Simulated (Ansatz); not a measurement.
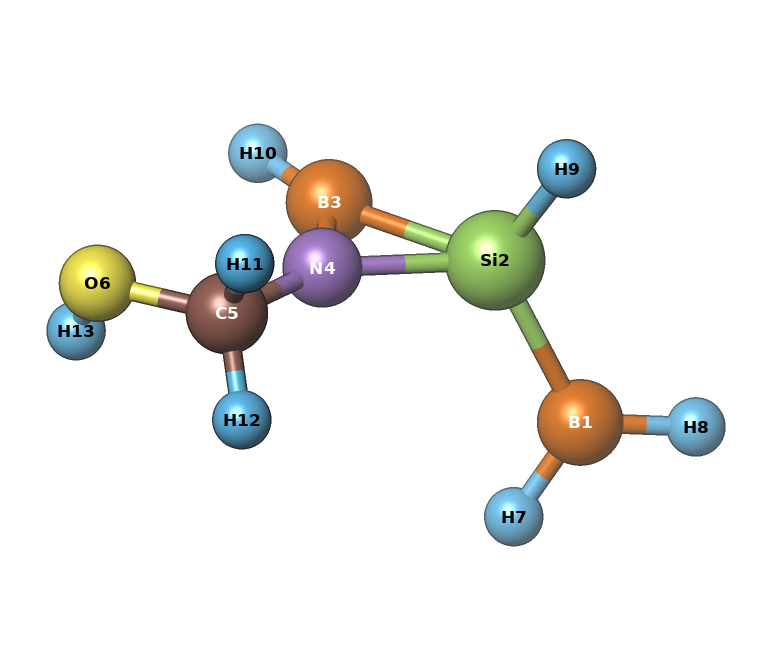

Atoms fade into the background with distance from the viewer. The computed structure is the end point of a PBE0-D4/def2-TZVP optimisation. No frequency run is at hand to confirm it as a minimum.

Find the stereocentres and stereogenic double bonds.

Centres: Si2.

Assign CIP descriptors.

Si2: S (priorities N4 > B3 > B1 > H9).

Write the isomeric SMILES.

B[Si@H]1BN1CO
